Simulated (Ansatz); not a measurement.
**Ta4O: sliding across a plane**

This session takes Ta4O and sets out to slide the crystal rigidly across a (0 0 1) plane.

Program: Ansatz 0.2.0. Level of theory: DFT PBEsol, scalar-relativistic, plane waves, PAW. These are calculated values, not measurements.

3 further runs of the same task are left out: 3 set aside as unsound or not needed. Runs told in other sessions of the task aren't counted.

## 1. The structure to begin with

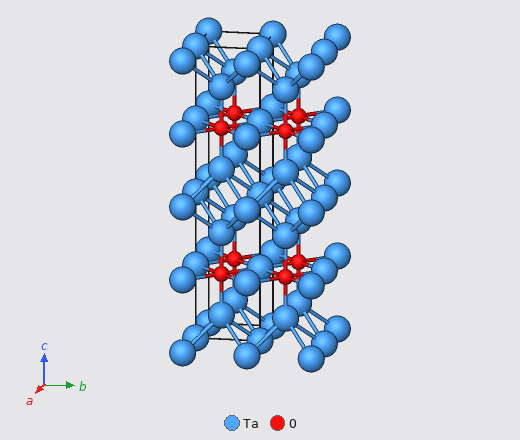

Start, viewed slightly off an axis; tantalum blue, oxygen red. 2×2×1 cells are drawn. Atoms on the faces are drawn again on the opposite ones.

Structure file:

```
CELL_PARAMETERS angstrom
-3.21094 0.00000 0.00000
0.00000 -3.21094 0.00000
0.00000 0.00000 14.68397
ATOMIC_POSITIONS crystal
Ta 0.00000 0.00000 0.25000
Ta 0.00000 0.00000 0.75000
Ta 0.50000 0.50000 0.39139
Ta 0.50000 0.50000 0.89139
Ta 0.50000 0.50000 0.10861
Ta 0.50000 0.50000 0.60861
Ta 0.00000 0.00000 0.50000
Ta 0.00000 0.00000 0.00000
O 0.50000 0.50000 0.25000
O 0.50000 0.50000 0.75000
```

It goes back to an entry of the Materials Project, which need not be the stable form.

It is built from the cell relaxed beforehand with the same method (15.14 Å³/atom).

## 2. The reference cell

The cell is repeated 2 times, 10 atoms in all. Reference values: F = -79574.9168 eV; pressure 0.09 GPa; largest force 0.008 eV/Å; gap on the mesh none (metal). It was computed beforehand with the settings of the runs below.

## 3. Setting up sliding across a plane

The cut lies on the cell's a–b face, a (0 0 1) plane of area 10.31 Å², between layers 2.08 Å apart (O, Ta below, Ta above); the cell is 14.7 Å thick. Vector c is tilted by f times 1·a + 0·b (length 3.211 Å) with the atoms' Cartesian places fixed: one unrelaxed fault per cell.

## 4. f = 0.200

File input.yaml:

```yaml
crystal:
  lattice:
    - [-3.210938023, 0.0, 0.0]
    - [0.0, -3.210938023, 0.0]
    - [-0.6421876046, 0.0, 14.6839668902]
  atoms:
    - { symbol: Ta, position: [-0.18586, 0.0, 0.9293] }
    - { symbol: Ta, position: [-0.08586, 0.0, 0.4293] }
    - { symbol: Ta, position: [0.4858616805, 0.5, 0.0706915977] }
    - { symbol: Ta, position: [0.3858616805, 0.5, 0.5706915977] }
    - { symbol: Ta, position: [0.3424183195, 0.5, 0.7879084023] }
    - { symbol: Ta, position: [0.4424183195, 0.5, 0.2879084023] }
    - { symbol: Ta, position: [-0.03586, 0.0, 0.1793] }
    - { symbol: Ta, position: [-0.13586, 0.0, 0.6793] }
    - { symbol: O, position: [0.31414, 0.5, 0.9293] }
    - { symbol: O, position: [0.41414, 0.5, 0.4293] }
basis:
  ecutwfc: 420
kpoints:
  mp_grid: { grid: [14, 14, 4] }
hamiltonian:
  xc: pbesol
scf:
  occupations: { method: gaussian, width: 0.15 }
output:
  forces: true
  stress: true
  eigenvalues: true
```

Command:

```
$ ansatz run input.yaml --threads 2 --pin off --max-ram 5120MiB --backend cpu --events-out ev --progress --plain --runs-dir out
```

What it wrote, shortened:

```text
Warning: RAYON_NUM_THREADS=2 ignored (pool sized by the plan → 2); use --threads N
[...]
Pseudopotentials: kind: paw
Pseudopotential: Ta, paw, valence charge 13, recommended cutoff 420 eV (normal), Ta.paw.azcp
Pseudopotential: O, paw, valence charge 6, recommended cutoff 420 eV (normal), O.paw.azcp
Functional definition: PBEsol
[...]
Crystal: 10 atoms, lattice volume = 151.394 Å³
Basis set: ecut = 420 eV, 2955 PW (Γ), exchange–correlation on 48×48×200 points (8 copies of the dense FFT grid, shifted against one another)
Bands: 70, of which v1, the nominal top of the filled ones, is band 58 counted from 1 (57 counted from 0)
Symmetry: 2 space group operations
Space group: Pm (ITA 6), of the structure as read, at distance tolerance 5.3e-5 Å
k-points: 240 of 784 (time reversal used)
[...]
SCF iter   1: F=—  HF=-79574.590143 eV  |F-HF|=—  |Δ(HF+E_count)|=         —  Δρ=1.75e-2  dr2=1.19e0  ethr=1.77e-3  ⟨swp⟩=5.3  Hψ=64788  notcnv=0
[...]
SCF iter   9: F=-79574.446177 eV  HF=-79574.446177 eV  |F-HF|=9.59e-9  |Δ(HF+E_count)|=   2.58e-8  Δρ=2.14e-6  dr2=1.19e-8  ethr=8.62e-11  ⟨swp⟩=11.2  Hψ=64209  notcnv=0
[...]
SCF converged after 9 iterations
Free energy (F): -79574.446177 eV
[...]
E sigma→0 (E₀):  -79574.416543 eV
Entropy (-TS):   -0.059270 eV (-5.927 meV/atom)
Fermi energy:    19.400278 eV
[...]
--- Forces (eV/Å), atoms counted from 1 ---
  atom   1  Ta    -1.40880597     0.00000000    -0.79251029
  atom   2  Ta    -0.01228441     0.00000000    -0.01145547
  atom   3  Ta     1.71661728     0.00000000     0.05939917
  atom   4  Ta    -0.04813073    -0.00000000     0.02592838
  atom   5  Ta     0.25799746    -0.00000000     0.08661840
  atom   6  Ta     0.03483746    -0.00000000     0.15907073
  atom   7  Ta    -0.22639662    -0.00000000     0.03810920
  atom   8  Ta     0.09577392     0.00000000    -0.09327698
[...]
--- Stress (GPa, compression-positive) ---
        0.588521      -0.000000       2.184285
       -0.000000       0.674188      -0.000000
        2.184285      -0.000000       1.288581
  P = ⅓ Tr σ = 0.8504 GPa (8.504 kbar)
--- Band table (eV; the first three rows and the last of 240) ---
[...]
```

Wall time 33 s (2 threads of AMD EPYC 9R45 (Zen 5), shared host); peak memory 1.8 GiB.

## 5. At f = 0.400

File input.yaml:

```yaml
crystal:
  lattice:
    - [-3.210938023, 0.0, 0.0]
    - [0.0, -3.210938023, 0.0]
    - [-1.2843752092, 0.0, 14.6839668902]
  atoms:
    - { symbol: Ta, position: [-0.37172, 0.0, 0.9293] }
    - { symbol: Ta, position: [-0.17172, 0.0, 0.4293] }
    - { symbol: Ta, position: [0.4717233609, 0.5, 0.0706915977] }
    - { symbol: Ta, position: [0.2717233609, 0.5, 0.5706915977] }
    - { symbol: Ta, position: [0.1848366391, 0.5, 0.7879084023] }
    - { symbol: Ta, position: [0.3848366391, 0.5, 0.2879084023] }
    - { symbol: Ta, position: [-0.07172, 0.0, 0.1793] }
    - { symbol: Ta, position: [-0.27172, 0.0, 0.6793] }
    - { symbol: O, position: [0.12828, 0.5, 0.9293] }
    - { symbol: O, position: [0.32828, 0.5, 0.4293] }
basis:
  ecutwfc: 420
kpoints:
  mp_grid: { grid: [14, 14, 4] }
hamiltonian:
  xc: pbesol
scf:
  occupations: { method: gaussian, width: 0.15 }
output:
  forces: true
  stress: true
  eigenvalues: true
```

Command:

```
$ ansatz run input.yaml --threads 2 --pin off --max-ram 5120MiB --backend cpu --events-out ev --progress --plain --runs-dir out
```

What it wrote, shortened:

```text
[...]
SCF converged after 9 iterations
Free energy (F): -79573.242155 eV
[...]
E sigma→0 (E₀):  -79573.205315 eV
Entropy (-TS):   -0.073681 eV (-7.368 meV/atom)
Fermi energy:    19.358864 eV
[...]
--- Forces (eV/Å), atoms counted from 1 ---
  atom   1  Ta    -1.15265423     0.00000000    -3.15048156
  atom   2  Ta    -0.00098093     0.00000000    -0.06209092
  atom   3  Ta     1.60057439    -0.00000000     1.57371859
  atom   4  Ta    -0.05678043    -0.00000000     0.06148677
  atom   5  Ta     0.20365283    -0.00000000     0.14972387
  atom   6  Ta    -0.03629017    -0.00000000     0.17860473
  atom   7  Ta     0.02395938    -0.00000000     0.22123486
  atom   8  Ta     0.07771176     0.00000000    -0.19966132
[...]
--- Stress (GPa, compression-positive) ---
        0.147005      -0.000000       2.897697
       -0.000000       1.055064      -0.000000
        2.897696      -0.000000       5.264246
  P = ⅓ Tr σ = 2.1554 GPa (21.554 kbar)
--- Band table (eV; the first three rows and the last of 240) ---
[...]
```

It took 34 s on 2 threads of AMD EPYC 9R45 (Zen 5), shared host; peak memory 1.8 GiB.

## 6. f = 0.100

File input.yaml:

```yaml
crystal:
  lattice:
    - [-3.210938023, 0.0, 0.0]
    - [0.0, -3.210938023, 0.0]
    - [-0.3210938023, 0.0, 14.6839668902]
  atoms:
    - { symbol: Ta, position: [-0.09293, 0.0, 0.9293] }
    - { symbol: Ta, position: [-0.04293, 0.0, 0.4293] }
    - { symbol: Ta, position: [0.4929308402, 0.5, 0.0706915977] }
    - { symbol: Ta, position: [0.4429308402, 0.5, 0.5706915977] }
    - { symbol: Ta, position: [0.4212091598, 0.5, 0.7879084023] }
    - { symbol: Ta, position: [0.4712091598, 0.5, 0.2879084023] }
    - { symbol: Ta, position: [-0.01793, 0.0, 0.1793] }
    - { symbol: Ta, position: [-0.06793, 0.0, 0.6793] }
    - { symbol: O, position: [0.40707, 0.5, 0.9293] }
    - { symbol: O, position: [0.45707, 0.5, 0.4293] }
basis:
  ecutwfc: 420
kpoints:
  mp_grid: { grid: [14, 14, 4] }
hamiltonian:
  xc: pbesol
scf:
  occupations: { method: gaussian, width: 0.15 }
output:
  forces: true
  stress: true
  eigenvalues: true
```

Command:

```
$ ansatz run input.yaml --threads 2 --pin off --max-ram 5120MiB --backend cpu --events-out ev --progress --plain --runs-dir out
```

What it wrote, shortened:

```text
Warning: RAYON_NUM_THREADS=2 ignored (pool sized by the plan → 2); use --threads N
[...]
[... 4 set-up lines as earlier in the session ...]
[...]
Crystal: 10 atoms, lattice volume = 151.394 Å³
Basis set: ecut = 420 eV, 2965 PW (Γ), exchange–correlation on 48×48×200 points (8 copies of the dense FFT grid, shifted against one another)
Bands: 70, of which v1, the nominal top of the filled ones, is band 58 counted from 1 (57 counted from 0)
[... 2 set-up lines as earlier in the session ...]
k-points: 240 of 784 (time reversal used)
[...]
SCF converged after 8 iterations
Free energy (F): -79574.803501 eV
[...]
E sigma→0 (E₀):  -79574.774874 eV
Entropy (-TS):   -0.057254 eV (-5.725 meV/atom)
Fermi energy:    19.417986 eV
[...]
--- Forces (eV/Å), atoms counted from 1 ---
  atom   1  Ta    -0.81248605     0.00000000    -0.17885937
  atom   2  Ta    -0.00503575     0.00000000    -0.00074305
  atom   3  Ta     0.91701268     0.00000000    -0.05819724
  atom   4  Ta    -0.02576710     0.00000000     0.00077802
  atom   5  Ta     0.16330459    -0.00000000     0.03824593
  atom   6  Ta     0.06103106    -0.00000000     0.06544789
  atom   7  Ta    -0.24849533    -0.00000000     0.00452964
  atom   8  Ta     0.04855746     0.00000000    -0.02966762
[...]
--- Stress (GPa, compression-positive) ---
        0.224060      -0.000000       0.823096
       -0.000000       0.231550      -0.000000
        0.823096      -0.000000       0.387043
  P = ⅓ Tr σ = 0.2809 GPa (2.809 kbar)
--- Band table (eV; the first three rows and the last of 240) ---
[...]
```

It took 31 s on 2 threads of AMD EPYC 9R45 (Zen 5), shared host; peak memory 1.8 GiB.

## 7. Point f = 0.300

File input.yaml:

```yaml
crystal:
  lattice:
    - [-3.210938023, 0.0, 0.0]
    - [0.0, -3.210938023, 0.0]
    - [-0.9632814069, 0.0, 14.6839668902]
  atoms:
    - { symbol: Ta, position: [-0.27879, 0.0, 0.9293] }
    - { symbol: Ta, position: [-0.12879, 0.0, 0.4293] }
    - { symbol: Ta, position: [0.4787925207, 0.5, 0.0706915977] }
    - { symbol: Ta, position: [0.3287925207, 0.5, 0.5706915977] }
    - { symbol: Ta, position: [0.2636274793, 0.5, 0.7879084023] }
    - { symbol: Ta, position: [0.4136274793, 0.5, 0.2879084023] }
    - { symbol: Ta, position: [-0.05379, 0.0, 0.1793] }
    - { symbol: Ta, position: [-0.20379, 0.0, 0.6793] }
    - { symbol: O, position: [0.22121, 0.5, 0.9293] }
    - { symbol: O, position: [0.37121, 0.5, 0.4293] }
basis:
  ecutwfc: 420
kpoints:
  mp_grid: { grid: [14, 14, 4] }
hamiltonian:
  xc: pbesol
scf:
  occupations: { method: gaussian, width: 0.15 }
output:
  forces: true
  stress: true
  eigenvalues: true
```

Command:

```
$ ansatz run input.yaml --threads 2 --pin off --max-ram 5120MiB --backend cpu --events-out ev --progress --plain --runs-dir out
```

What it wrote, shortened:

```text
[...]
SCF converged after 9 iterations
Free energy (F): -79573.861021 eV
[...]
E sigma→0 (E₀):  -79573.827752 eV
Entropy (-TS):   -0.066536 eV (-6.654 meV/atom)
Fermi energy:    19.384932 eV
[...]
--- Forces (eV/Å), atoms counted from 1 ---
  atom   1  Ta    -1.61652468     0.00000000    -1.86853791
  atom   2  Ta    -0.01366448     0.00000000    -0.03799170
  atom   3  Ta     2.14178705     0.00000000     0.67064769
  atom   4  Ta    -0.06468293     0.00000000     0.05485382
  atom   5  Ta     0.26785249     0.00000000     0.10492642
  atom   6  Ta    -0.02477986     0.00000000     0.19760864
  atom   7  Ta    -0.05520843     0.00000000     0.10593263
  atom   8  Ta     0.11475817     0.00000000    -0.15254951
[...]
--- Stress (GPa, compression-positive) ---
        0.615827       0.000000       3.452808
        0.000000       1.133076       0.000000
        3.452808       0.000000       3.043792
  P = ⅓ Tr σ = 1.5976 GPa (15.976 kbar)
--- Band table (eV; the first three rows and the last of 240) ---
[...]
```

Wall time 33 s (2 threads of AMD EPYC 9R45 (Zen 5), shared host); peak memory 1.8 GiB.

## 8. Point f = 0.500

File input.yaml:

```yaml
crystal:
  lattice:
    - [-3.210938023, 0.0, 0.0]
    - [0.0, -3.210938023, 0.0]
    - [-1.6054690115, 0.0, 14.6839668902]
  atoms:
    - { symbol: Ta, position: [-0.46465, 0.0, 0.9293] }
    - { symbol: Ta, position: [-0.21465, 0.0, 0.4293] }
    - { symbol: Ta, position: [0.4646542011, 0.5, 0.0706915977] }
    - { symbol: Ta, position: [0.2146542012, 0.5, 0.5706915977] }
    - { symbol: Ta, position: [0.1060457989, 0.5, 0.7879084023] }
    - { symbol: Ta, position: [0.3560457988, 0.5, 0.2879084023] }
    - { symbol: Ta, position: [-0.08965, 0.0, 0.1793] }
    - { symbol: Ta, position: [-0.33965, 0.0, 0.6793] }
    - { symbol: O, position: [0.03535, 0.5, 0.9293] }
    - { symbol: O, position: [0.28535, 0.5, 0.4293] }
basis:
  ecutwfc: 420
kpoints:
  mp_grid: { grid: [14, 14, 4] }
hamiltonian:
  xc: pbesol
scf:
  occupations: { method: gaussian, width: 0.15 }
output:
  forces: true
  stress: true
  eigenvalues: true
```

Command:

```
$ ansatz run input.yaml --threads 2 --pin off --max-ram 5120MiB --backend cpu --events-out ev --progress --plain --runs-dir out
```

What it wrote, shortened:

```text
Warning: crystal.symmetry: narrowed to the stabiliser of the k-point mesh — unitary ops 4 → 2; excluded 2 operations that carry a point of the 14×14×4 mesh (shift [0, 0, 0]) off the mesh (the run samples exactly the mesh kpoints.mp_grid names, as under crystal.symmetry.detect: false, and [...]
Warning: RAYON_NUM_THREADS=2 ignored (pool sized by the plan → 2); use --threads N
[...]
[... 4 set-up lines as earlier in the session ...]
[...]
Crystal: 10 atoms, lattice volume = 151.394 Å³
Basis set: ecut = 420 eV, 2967 PW (Γ), exchange–correlation on 48×48×200 points (8 copies of the dense FFT grid, shifted against one another)
Bands: 70, of which v1, the nominal top of the filled ones, is band 58 counted from 1 (57 counted from 0)
[... 1 set-up line as earlier in the session ...]
k-points: 240 of 784 (time reversal used)
[...]
SCF iter   1: F=—  HF=-79573.156392 eV  |F-HF|=—  |Δ(HF+E_count)|=         —  Δρ=1.86e-2  dr2=3.13e0  ethr=1.77e-3  ⟨swp⟩=5.3  Hψ=65067  notcnv=0
[...]
SCF iter   8: F=-79572.966025 eV  HF=-79572.966026 eV  |F-HF|=3.30e-8  |Δ(HF+E_count)|=   1.08e-7  Δρ=4.74e-6  dr2=4.83e-8  ethr=8.62e-11  ⟨swp⟩=12.7  Hψ=68784  notcnv=0
[...]
SCF converged after 8 iterations
Free energy (F): -79572.966025 eV
[...]
E sigma→0 (E₀):  -79572.927724 eV
Entropy (-TS):   -0.076604 eV (-7.660 meV/atom)
Fermi energy:    19.339527 eV
[...]
--- Forces (eV/Å), atoms counted from 1 ---
  atom   1  Ta     0.00034701     0.00000000    -3.81011457
  atom   2  Ta    -0.00003099     0.00000000    -0.07181167
  atom   3  Ta    -0.00020958     0.00000000     2.03856703
  atom   4  Ta     0.00106255     0.00000000     0.05403023
  atom   5  Ta    -0.00075029     0.00000000     0.18765379
  atom   6  Ta    -0.00072155     0.00000000     0.17029758
  atom   7  Ta     0.00046374     0.00000000     0.31088108
  atom   8  Ta    -0.00043053     0.00000000    -0.22824230
[...]
--- Stress (GPa, compression-positive) ---
       -0.274155      -0.000000      -0.001810
       -0.000000       0.998713      -0.000000
       -0.001810      -0.000000       6.509525
  P = ⅓ Tr σ = 2.4114 GPa (24.114 kbar)
--- Band table (eV; the first three rows and the last of 240) ---
[...]
```

It took 32 s on 2 threads of AMD EPYC 9R45 (Zen 5), shared host; peak memory 1.8 GiB.

## 9. All points together

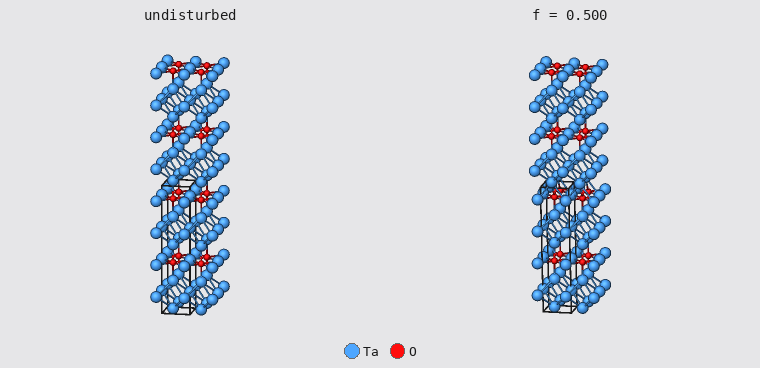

The undisturbed cell and the costliest point of the scan, at one scale, with neighbouring cells.

All points in order; energies are free energies above the reference cell:

| f | γ (mJ/m²) | shear traction (GPa) |
| --- | --- | --- |
| 0.000 | 0 | 0.0 |
| 0.100 | 176 | 11.2 |
| 0.200 | 731 | 23.4 |
| 0.300 | 1641 | 31.7 |
| 0.400 | 2602 | 24.7 |
| 0.500 | 3031 | 0.0 |

Not run, since symmetry makes them alike: 0.600 repeats 0.400, 0.800 repeats 0.200, 0.700 repeats 0.300, 0.900 repeats 0.100. Energy, pressure and gap are the same there.

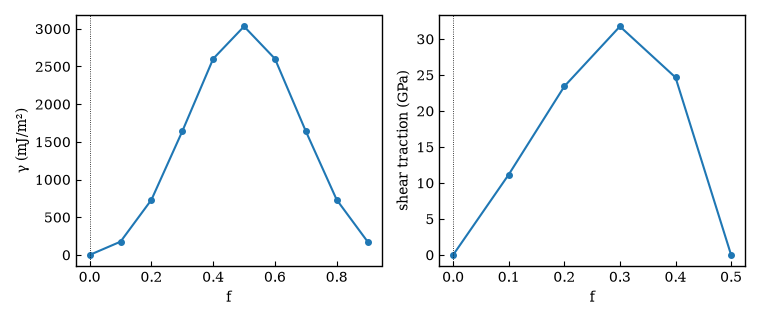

γ and shear traction along the scan; points alike by symmetry are filled in.

## 10. What came out

```
                      quantity                    value
  highest fault energy sampled  3031 mJ/m² at f = 0.500
largest shear traction sampled                 31.7 GPa
```

What this shows: Of the points run, the one at f = 0.500 is highest, 3031 mJ/m². Nothing is relaxed, so these energies are upper bounds; letting the layers move apart would lower them. Spin-orbit coupling is left out for Ta.
